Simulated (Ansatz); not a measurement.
CH$_{5}$ClGeTe (SMILES ClC[Te][GeH3])

```xyz
9

Cl   -1.2220    3.1213    0.2542
C    -0.7010    1.4359   -0.0406
Te    1.2547    0.9017    0.8031
Ge    0.5009    1.5594    3.1862
H    -1.4608    0.7605    0.3910
H    -0.6224    1.2728   -1.1315
H    -0.9272    1.0014    3.4226
H     1.5057    0.8935    4.1611
H     0.5145    3.0956    3.3813
```

Core potentials replace the inner electrons of Te.

Theory: RKS PBE-D4/def2-SVP (Ansatz 0.2.0).

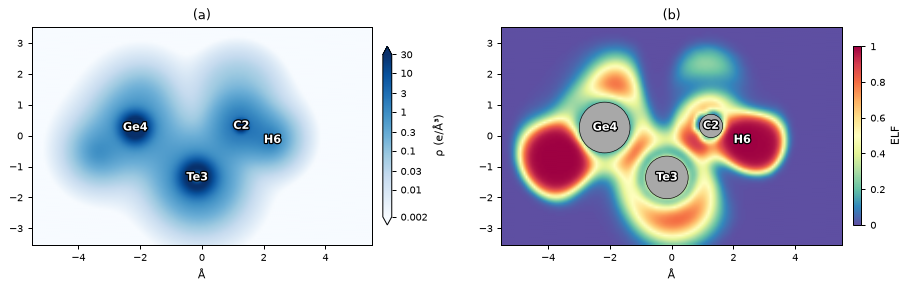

Figure 1. (a) electron density; (b) ELF on the plane of atoms Te3, C2 and H6. Grey discs cover the atomic cores in the ELF map.

### Read the bonding off the picture.

Atoms in the plane: C, Te, Ge and H.
C–Te (2.20 Å): ρ at the midpoint is about 0.69 e/Å³; the ELF peaks at about 0.90 between the atoms (localised, covalent bonding).
Ge–Te (2.58 Å): the density is about 0.51 e/Å³ at the midpoint; the ELF peaks at about 0.75 in the valence shell of Te, 1.3 Å from its nucleus, and is about 0.75 at the midpoint.
C–H (1.11 Å): ρ at the midpoint is about 2 e/Å³; the ELF climbs to about 1 towards the hydrogen, as it does in any bond to H (a covalent bond by its length).
The ELF also peaks beside Te3, away from the bonds: lone-pair regions.

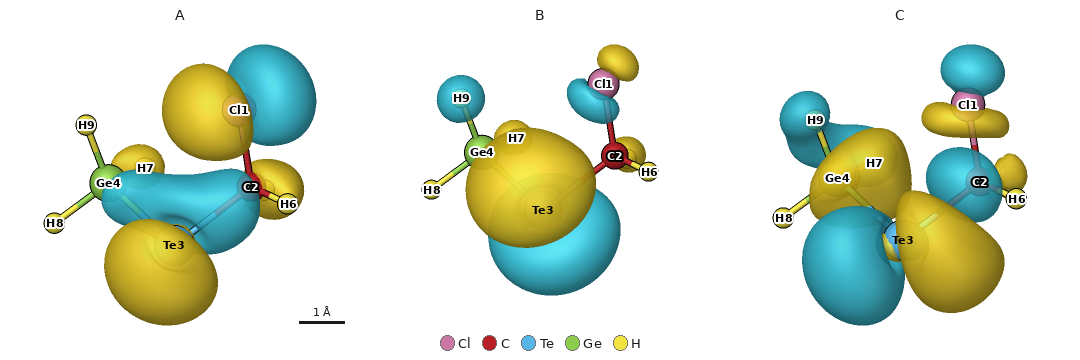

Figure 2. Three frontier orbitals at ±0.08 Å⁻³ᐟ² (yellow and cyan are the two phases), in no order.

### Which picture is the HOMO−1, the HOMO and the LUMO?

A is the HOMO−1 (−6.68 eV). It lies mainly on Cl1 (about 55 %), Te3 (about 25 %) and C2 (about 10 %). B is the HOMO (−5.19 eV). It lies mainly on Te3 (about 85 %). C is the LUMO (−1.96 eV). By Hirshfeld shares it lies mainly on Te3 (about 50 %), C2 (about 15 %), Ge4 (about 15 %) and Cl1 (about 5 %).

### What is the HOMO–LUMO gap?

3.23 eV between the orbital energies.

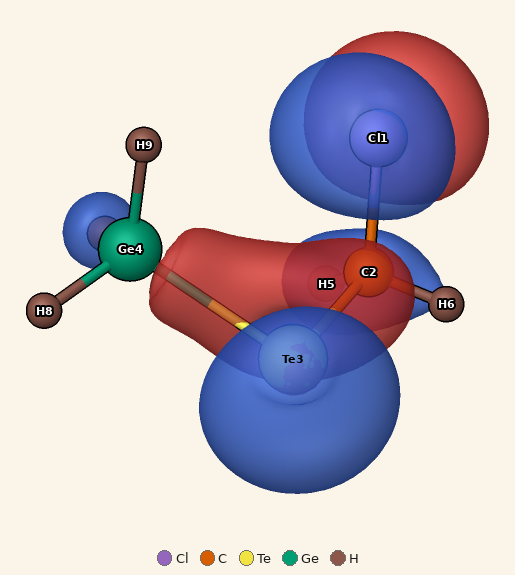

Figure 3. The HOMO−1 at ±0.08 Å⁻³ᐟ² (blue and red are the two phases), seen at a tilt.

### Describe this orbital and give its energy.

Its weight (Hirshfeld) is mainly on Cl1 (about 55 %), Te3 (about 25 %) and C2 (about 10 %). Its energy is −6.68 eV.
